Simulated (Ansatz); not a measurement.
# Geometry relaxation, with input and output: AlSiH$_{4}$ClO

System: AlSiH$_{4}$ClO.
Method: RKS r2SCAN/def2-SVP (Ansatz 0.2.0).

The input holds or restrains some coordinates. Forces given for the steps count only the free coordinates. It belongs to a series of runs on one base structure; here: pulled along the bonds that form and break, towards end A. Figures and captions count atoms from 1; the log counts them from 0 in places.

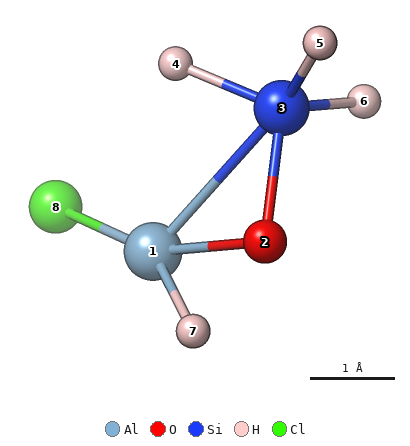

**Figure 1.** The input geometry (ball-and-stick view, seen at a tilt; atoms are numbered from 1 in the order of the input). Sticks mark near contacts. Bond lengths as drawn: Al–Cl 2.23 Å, Al–H 1.76 Å, Al–O 1.98 Å, Al–Si 2.52 Å, H–Si 1.46 Å and O–Si 1.68 Å.

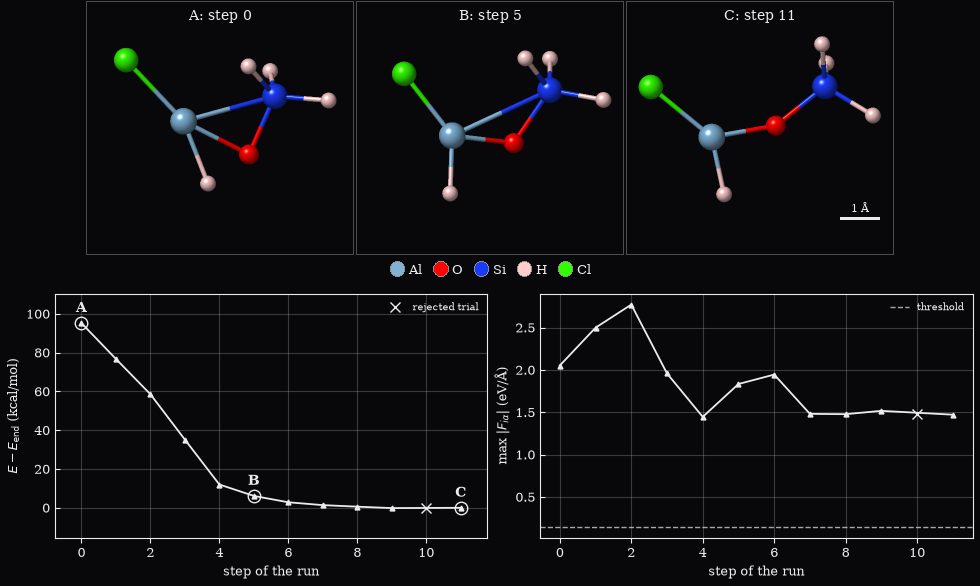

**Figure 2.** Frames of the restrained relaxation (ball-and-stick view, seen at a tilt) above the curves, on which the letters mark them (the first geometry is step 0 here and step 1 in the log).

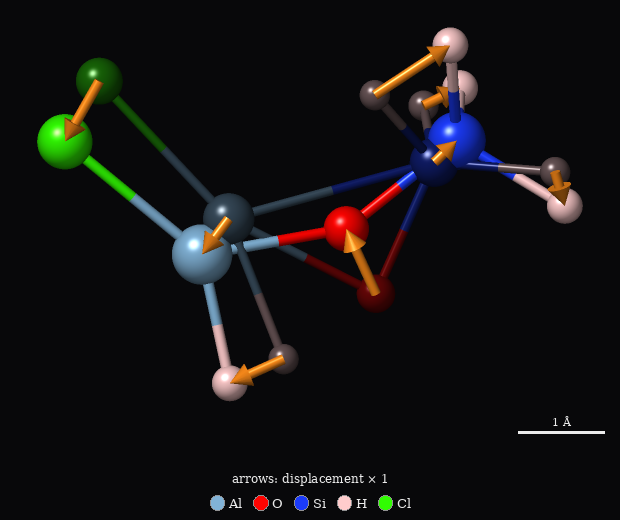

**Figure 3.** Start (faint) and end (solid) with the displacements as orange arrows, at true length (ball-and-stick view, seen at a tilt). The two geometries are laid on each other by the best rigid fit. The atom that moves furthest after the best rigid fit is H4 (1.06 Å). Largest moves by element: H 1.06 Å, O 0.86 Å, Cl 0.82 Å, Al 0.52 Å, Si 0.37 Å. Distances before and after: Al1–Si3 2.516 → 3.284 Å, Al1–O2 1.980 → 1.728 Å, Al1–H7 1.760 → 1.539 Å, Al1–Cl8 2.230 → 2.087 Å. Bonds break: Al1–Si3 (2.52 → 3.28 Å). Among the angles that change: Al1–O2–Si3 86.4° → 151.5°, O2–Al1–H7 42.8° → 87.8°, O2–Al1–Cl8 159.9° → 130.9°. Over 11 geometry steps the energy falls by 95.2 kcal/mol. Largest force component: 2.1 eV/Å at the start, 1.5 eV/Å at the end. The line search rejected the trial step at point 10 (counted from 0) and went back. (Atoms are counted from 1 in the order of the input.)

The input that produced these results follows, with the program's output.

**Input file**
```yaml
crystal:
  periodic: [false, false, false]
  atoms:
    - { symbol: Al, position_ang: [0.0, 0.0, 0.0] }
    - { symbol: O, position_ang: [1.2704, 0.0, 1.5187] }
    - { symbol: Si, position_ang: [-0.0443, -0.4067, 2.4823] }
    - { symbol: H, position_ang: [-0.9686, -1.2403, 1.7191] }
    - { symbol: H, position_ang: [0.4198, -1.1432, 3.6544] }
    - { symbol: H, position_ang: [-0.7283, 0.8095, 2.912] }
    - { symbol: H, position_ang: [1.7458, 0.0, 0.2228] }
    - { symbol: Cl, position_ang: [-1.9312, 0.0, -1.115] }
basis:
  gaussian: { orbitals: def2-SVP }
hamiltonian:
  xc: r2scan
relax:
  f_tol: 0.15
  max_steps: 25
  restrain:
    - { distance: [1, 6], at: 2.21, k: 30.0 }
    - { distance: [0, 1], at: 1.78, k: 30.0 }
    - { distance: [0, 6], at: 1.56, k: 30.0 }
```

Run as:
```bash
ansatz run input.yaml --threads 2 --pin off --max-ram 3072MiB --backend cpu --events-out ev --progress --plain --runs-dir out
```

**Output**
```
The last accepted step is kept in [file] (removed where the run ends without a failure and the disk answers)
Engine: ansatz 0.2.0, x86_64-unknown-linux-gnu
Functional definition: r2SCAN
  parameter k0 = 0.174
  parameter k1 = 0.065
  parameter a1 = 4.9479
  exchange = r2scan_x(k0 = k0, k1 = k1, a1 = a1)
  correlation = r2scan_c
959 factors; their error is unknown
mean field evaluation 1: about -29089.0629 eV, gradient 5.6e1 eV
mean field evaluation 2: about -28982.6079 eV, gradient 1.9e2 eV
mean field evaluation 4: about -29094.9317 eV, gradient 1.4e1 eV
mean field evaluation 8: about -29095.5806 eV, gradient 2.7e-1 eV
mean field evaluation 16: about -29095.5163 eV, gradient 1.1e-4 eV
mean field -29095.51634397 eV, -1069.2405039916 hartree, gradient 2.1e-5 eV, S^2 0.000000; 0 other end points of the search recorded, 0 dependent functions left out
the calculation of the forces begins
reference -29095.51635524 eV, -1069.2405044057 hartree; 28, 28 occupied and 60, 60 virtual orbitals, 959 factors
relax step   1: F+E_penalty+E_count = -29095.51634397 eV  Δ(F+E_penalty+E_count) = +0.000e0 eV  max|allowed force component| = 2.052e0 eV/Å  E_restraint = 11.52452962 eV  max|allowed force component, restraints' pulls added| = 2.523e1 eV/Å  Δτ_max = 0.0000 Å  (29 SCF iters, accepted)
  distance O 1 - H 6 = 1.3803 Å
  distance Al 0 - O 1 = 1.9800 Å
  distance Al 0 - H 6 = 1.7600 Å
these checks for a lower state are left out or cut short: starts, cluster_reference, orbital_swaps, neighbouring_geometries, increment
959 factors; their error is unknown
mean field -29096.31763716 eV, -1069.2699509731 hartree, gradient 8.8e-6 eV, S^2 0.000000; 0 other end points of the search recorded, 0 dependent functions left out
[... from here on the field's lines of each further geometry are left out, up to the last ...]
relax step   2: F+E_penalty+E_count = -29096.31763716 eV  Δ(F+E_penalty+E_count) = -8.013e-1 eV  max|allowed force component| = 2.499e0 eV/Å  E_restraint = 4.80899619 eV  max|allowed force component, restraints' pulls added| = 1.749e1 eV/Å  Δτ_max = 0.1949 Å  (37 SCF iters, accepted)
relax step   3: F+E_penalty+E_count = -29097.10699086 eV  Δ(F+E_penalty+E_count) = -7.894e-1 eV  max|allowed force component| = 2.772e0 eV/Å  E_restraint = 1.17354800 eV  max|allowed force component, restraints' pulls added| = 8.959e0 eV/Å  Δτ_max = 0.1949 Å  (35 SCF iters, accepted)
relax step   4: F+E_penalty+E_count = -29098.12178931 eV  Δ(F+E_penalty+E_count) = -1.015e0 eV  max|allowed force component| = 1.959e0 eV/Å  E_restraint = 0.08121643 eV  max|allowed force component, restraints' pulls added| = 2.982e0 eV/Å  Δτ_max = 0.1948 Å  (30 SCF iters, accepted)
relax step   5: F+E_penalty+E_count = -29099.12509258 eV  Δ(F+E_penalty+E_count) = -1.003e0 eV  max|allowed force component| = 1.446e0 eV/Å  E_restraint = 0.06209059 eV  max|allowed force component, restraints' pulls added| = 6.912e-1 eV/Å  Δτ_max = 0.1921 Å  (36 SCF iters, accepted)
relax step   6: F+E_penalty+E_count = -29099.38009187 eV  Δ(F+E_penalty+E_count) = -2.550e-1 eV  max|allowed force component| = 1.834e0 eV/Å  E_restraint = 0.13088219 eV  max|allowed force component, restraints' pulls added| = 5.846e-1 eV/Å  Δτ_max = 0.1706 Å  (28 SCF iters, accepted)
relax step   7: F+E_penalty+E_count = -29099.52244307 eV  Δ(F+E_penalty+E_count) = -1.424e-1 eV  max|allowed force component| = 1.946e0 eV/Å  E_restraint = 0.16115254 eV  max|allowed force component, restraints' pulls added| = 8.092e-1 eV/Å  Δτ_max = 0.1954 Å  (28 SCF iters, accepted)
relax step   8: F+E_penalty+E_count = -29099.58579863 eV  Δ(F+E_penalty+E_count) = -6.336e-2 eV  max|allowed force component| = 1.482e0 eV/Å  E_restraint = 0.11759177 eV  max|allowed force component, restraints' pulls added| = 3.863e-1 eV/Å  Δτ_max = 0.1994 Å  (28 SCF iters, accepted)
relax step   9: F+E_penalty+E_count = -29099.62052843 eV  Δ(F+E_penalty+E_count) = -3.473e-2 eV  max|allowed force component| = 1.478e0 eV/Å  E_restraint = 0.10786800 eV  max|allowed force component, restraints' pulls added| = 2.512e-1 eV/Å  Δτ_max = 0.2000 Å  (27 SCF iters, accepted)
relax step  10: F+E_penalty+E_count = -29099.65199571 eV  Δ(F+E_penalty+E_count) = -3.147e-2 eV  max|allowed force component| = 1.517e0 eV/Å  E_restraint = 0.10855380 eV  max|allowed force component, restraints' pulls added| = 1.058e-1 eV/Å  Δτ_max = 0.2000 Å  (28 SCF iters, accepted)
relax step  11: F+E_penalty+E_count = -29099.65276265 eV  Δ(F+E_penalty+E_count) = -7.669e-4 eV  max|allowed force component| = 1.481e0 eV/Å  E_restraint = 0.11048654 eV  max|allowed force component, restraints' pulls added| = 3.187e-1 eV/Å  Δτ_max = 0.1544 Å  (30 SCF iters, rejected (line search))
the calculation of the forces begins
reference -29099.64621666 eV, -1069.3922740135 hartree; 28, 28 occupied and 60, 60 virtual orbitals, 959 factors
relax step  12: F+E_penalty+E_count = -29099.64620499 eV  Δ(F+E_penalty+E_count) = +5.791e-3 eV  max|allowed force component| = 1.472e0 eV/Å  E_restraint = 0.10027632 eV  max|allowed force component, restraints' pulls added| = 8.507e-2 eV/Å  Δτ_max = 0.0753 Å  (28 SCF iters, accepted)
  distance O 1 - H 6 = 2.2696 Å
  distance Al 0 - O 1 = 1.7280 Å
  distance Al 0 - H 6 = 1.5394 Å
959 factors; their error is unknown
mean field -29099.64620499 eV, -1069.3922735849 hartree, gradient 2.4e-5 eV, S^2 0.000000; 1 other end points of the search recorded, 0 dependent functions left out
the calculation of the forces begins
reference -29099.64621666 eV, -1069.3922740135 hartree; 28, 28 occupied and 60, 60 virtual orbitals, 959 factors
Total energy: -29099.64621666 eV, -1069.3922740135 hartree
Atom 0 at     0.361656     0.094117    -0.386779 Å, force     0.681200    -0.240589     1.471959 eV/Å
Atom 1 at     0.456015    -0.194331     1.314328 Å, force    -1.306124     0.001822    -0.094680 eV/Å
Atom 2 at    -0.252310    -0.495601     2.784955 Å, force    -0.005756    -0.039668    -0.023549 eV/Å
Atom 3 at    -1.363096    -1.491874     2.656770 Å, force     0.006922     0.000747     0.008710 eV/Å
Atom 4 at     0.774845    -1.048720     3.715343 Å, force    -0.016628     0.025467     0.011344 eV/Å
Atom 5 at    -0.825737     0.756398     3.367866 Å, force     0.025919     0.003517     0.013545 eV/Å
Atom 6 at     1.900704     0.116666    -0.408235 Å, force     0.595161     0.251852    -1.409601 eV/Å
Atom 7 at    -1.288476     0.282647    -1.649949 Å, force     0.019305    -0.003148     0.022273 eV/Å
Dipole moment:    -0.049918     0.022363    -0.122457 e Å
```

**Trajectory as extended XYZ (Å, eV, eV/Å), 12 frames, from step=1 to step=12**
```
8
Properties=species:S:1:pos:R:3:forces:R:3 step=1 energy=-29095.51634
Al    0.0000    0.0000    0.0000    1.0103  -0.0031  -1.9804
O     1.2704    0.0000    1.5187   -1.5439   0.3306   0.5012
Si   -0.0443   -0.4067    2.4823    1.6662   0.3236   2.0523
H    -0.9686   -1.2403    1.7191   -0.6366  -0.3961  -0.8431
H     0.4198   -1.1432    3.6544   -0.0759  -0.4920   0.3763
H    -0.7283    0.8095    2.9120   -0.5536   0.4035   0.1157
H     1.7458    0.0000    0.2228   -0.6450  -0.2339  -1.1067
Cl   -1.9312    0.0000   -1.1150    0.7785   0.0673   0.8846
8
Properties=species:S:1:pos:R:3:forces:R:3 step=2 energy=-29096.31764
Al    0.0820   -0.0007    0.0188    1.5232  -0.0590  -0.6233
O     1.1955    0.0190    1.6117   -1.6163   0.5620  -0.5967
Si   -0.0690   -0.4149    2.5323    0.6637   0.2847   1.9267
H    -0.9758   -1.2434    1.7107   -0.5689  -0.3436  -0.6400
H     0.4192   -1.1555    3.6690   -0.1746  -0.7568   0.8541
H    -0.7409    0.8168    2.9175   -0.8598   0.3995   0.3929
H     1.7581   -0.0031    0.0283   -0.6335  -0.1723  -2.4991
Cl   -1.9056    0.0011   -1.0941    1.6662   0.0855   1.1855
8
Properties=species:S:1:pos:R:3:forces:R:3 step=3 energy=-29097.10699
Al    0.1583   -0.0011    0.0540    1.1333  -0.0326  -0.2149
O     1.1143    0.0425    1.6807    0.4627   1.1116  -2.7720
Si   -0.0856   -0.4171    2.5744   -1.4872  -0.3292   2.5239
H    -0.9833   -1.2475    1.7037   -0.3965  -0.2201  -0.3005
H     0.4149   -1.1710    3.6879   -0.1462  -0.8218   1.0300
H    -0.7601    0.8224    2.9285   -1.0222   0.3375   0.6094
H     1.7694   -0.0119   -0.1661   -0.6420  -0.1342  -2.1704
Cl   -1.8643    0.0030   -1.0688    2.0981   0.0888   1.2946
8
Properties=species:S:1:pos:R:3:forces:R:3 step=4 energy=-29098.12179
Al    0.2285   -0.0021    0.0677    0.8246   0.0519  -0.4137
O     1.0629    0.0829    1.6723    0.0620   0.6986  -1.9591
Si   -0.1134   -0.4146    2.6253   -1.1624  -0.2308   1.3630
H    -0.9989   -1.2521    1.7090   -0.1716  -0.0607   0.1597
H     0.4041   -1.2018    3.7275   -0.1034  -0.5105   0.7093
H    -0.8140    0.8268    2.9673   -0.8069   0.0997   0.6578
H     1.7653   -0.0279   -0.3602   -0.5322  -0.1277  -1.6592
Cl   -1.7709    0.0081   -1.0146    1.8901   0.0795   1.1422
8
Properties=species:S:1:pos:R:3:forces:R:3 step=5 energy=-29099.12509
Al    0.3106   -0.0109   -0.0204    1.2042   0.2360   0.0931
O     1.0111    0.1529    1.5784   -1.3494  -0.0928   0.2816
Si   -0.1366   -0.3906    2.6567   -0.3001   0.1770  -0.0357
H    -1.0458   -1.2610    1.7897    0.0275   0.0428   0.3473
H     0.3943   -1.2214    3.7591    0.0814  -0.0167   0.1586
H    -0.9354    0.7888    3.1096   -0.0950  -0.2014   0.2923
H     1.7706   -0.0731   -0.5468   -0.0445  -0.1827  -1.4459
Cl   -1.6051    0.0347   -0.9321    0.4758   0.0377   0.3088
8
Properties=species:S:1:pos:R:3:forces:R:3 step=6 energy=-29099.38009
Al    0.3605    0.0094   -0.1325    1.5903   0.2220   0.7291
O     0.9474    0.1310    1.5020   -1.8343  -0.2433   0.8061
Si   -0.1685   -0.3860    2.6616   -0.0594   0.0053  -0.0607
H    -1.1303   -1.3111    1.9292    0.1081   0.1554   0.2369
H     0.4321   -1.1734    3.7776    0.1476   0.0870  -0.0811
H    -0.9725    0.7456    3.2397    0.1410  -0.1077  -0.0715
H     1.8206   -0.0717   -0.6072    0.2229  -0.1341  -1.4670
Cl   -1.5256    0.0755   -0.9761   -0.3162   0.0153  -0.0917
8
Properties=species:S:1:pos:R:3:forces:R:3 step=7 energy=-29099.52244
Al    0.4070    0.0507   -0.2361    1.3351   0.0416   1.2765
O     0.8614    0.0524    1.4438   -1.9457  -0.2118   0.7446
Si   -0.2091   -0.4098    2.6786    0.2215  -0.0889  -0.1031
H    -1.2363   -1.3570    2.0869    0.1916   0.1497   0.1571
H     0.5138   -1.1247    3.7878   -0.0279   0.1300  -0.2443
H    -0.9745    0.7303    3.2949    0.1912  -0.0363  -0.1690
H     1.8922   -0.0343   -0.6131    0.3388  -0.0019  -1.4780
Cl   -1.4910    0.1117   -1.0485   -0.3046   0.0176  -0.1838
8
Properties=species:S:1:pos:R:3:forces:R:3 step=8 energy=-29099.58580
Al    0.3912    0.0609   -0.2838    0.9882  -0.0211   1.2545
O     0.7499   -0.0361    1.4124   -1.4544  -0.0857   0.2464
Si   -0.2174   -0.4436    2.7147   -0.0758  -0.0044   0.0671
H    -1.2817   -1.3940    2.2351    0.0350   0.0553   0.1270
H     0.5671   -1.1090    3.7985    0.0519   0.0192  -0.1150
H    -0.8928    0.7543    3.3162    0.0598  -0.0516  -0.0898
H     1.9050    0.0443   -0.5563    0.3799   0.0947  -1.4817
Cl   -1.4578    0.1426   -1.2427    0.0154  -0.0064  -0.0085
8
Properties=species:S:1:pos:R:3:forces:R:3 step=9 energy=-29099.62053
Al    0.3791    0.1086   -0.3255    0.9569  -0.2876   1.3689
O     0.6483   -0.1035    1.3752   -1.4779   0.0285   0.1456
Si   -0.2349   -0.4678    2.7459    0.0644  -0.0512   0.0094
H    -1.3092   -1.4628    2.4148    0.0198   0.0510   0.0419
H     0.6517   -1.0636    3.7899    0.0175   0.0224  -0.0711
H    -0.8838    0.7481    3.3297    0.0142   0.0003  -0.0523
H     1.9050    0.0404   -0.5205    0.4396   0.2003  -1.4405
Cl   -1.3925    0.2200   -1.4152   -0.0346   0.0363  -0.0018
8
Properties=species:S:1:pos:R:3:forces:R:3 step=10 energy=-29099.65200
Al    0.3748    0.0956   -0.3817    0.6994  -0.2437   1.5173
O     0.4885   -0.1760    1.3213   -1.2566  -0.0243  -0.0474
Si   -0.2489   -0.4928    2.7756   -0.1058   0.0125  -0.0968
H    -1.3568   -1.4897    2.6072    0.0313   0.0261   0.0256
H     0.7456   -1.0494    3.7318    0.0564  -0.0105   0.0361
H    -0.8341    0.7573    3.3514    0.0125  -0.0078   0.0227
H     1.9140    0.1055   -0.4286    0.5591   0.2392  -1.4222
Cl   -1.3195    0.2688   -1.5828    0.0037   0.0084  -0.0353
8
Properties=species:S:1:pos:R:3:forces:R:3 step=11 energy=-29099.65276 accepted=F
Al    0.3533    0.0901   -0.4019    0.6603  -0.2202   1.4812
O     0.4146   -0.2109    1.3014   -1.3625  -0.0170  -0.1631
Si   -0.2627   -0.5052    2.7889    0.0688  -0.0051   0.0799
H    -1.3751   -1.5112    2.7106    0.0690   0.0764  -0.0221
H     0.7920   -1.0260    3.7087   -0.0158  -0.0497  -0.0366
H    -0.7975    0.7512    3.4023   -0.0447  -0.0081  -0.0785
H     1.8968    0.1300   -0.3951    0.5382   0.2503  -1.3686
Cl   -1.2578    0.3011   -1.7206    0.0869  -0.0265   0.1078
8
Properties=species:S:1:pos:R:3:forces:R:3 step=12 energy=-29099.64621
Al    0.3617    0.0941   -0.3868    0.6812  -0.2406   1.4720
O     0.4560   -0.1943    1.3143   -1.3061   0.0018  -0.0947
Si   -0.2523   -0.4956    2.7850   -0.0058  -0.0397  -0.0235
H    -1.3631   -1.4919    2.6568    0.0069   0.0007   0.0087
H     0.7748   -1.0487    3.7153   -0.0166   0.0255   0.0113
H    -0.8257    0.7564    3.3679    0.0259   0.0035   0.0135
H     1.9007    0.1167   -0.4082    0.5952   0.2519  -1.4096
Cl   -1.2885    0.2826   -1.6499    0.0193  -0.0031   0.0223
```

**Key numbers**

| quantity | value |
| --- | --- |
| outcome | converged under the restraints of the input |
| total energy | −29099.6462 eV |
| mean-field energy | −29099.6462 eV |
| largest force (length of the vector) at the end, held atoms and coordinates included | 1.640 eV/Å |
| hardware | 2 threads of Intel Xeon (Granite Rapids), 32 GiB of memory available, shared host |
| wall time | 20 s (CPU time 39 s) |
| peak memory | 0.18 GiB |
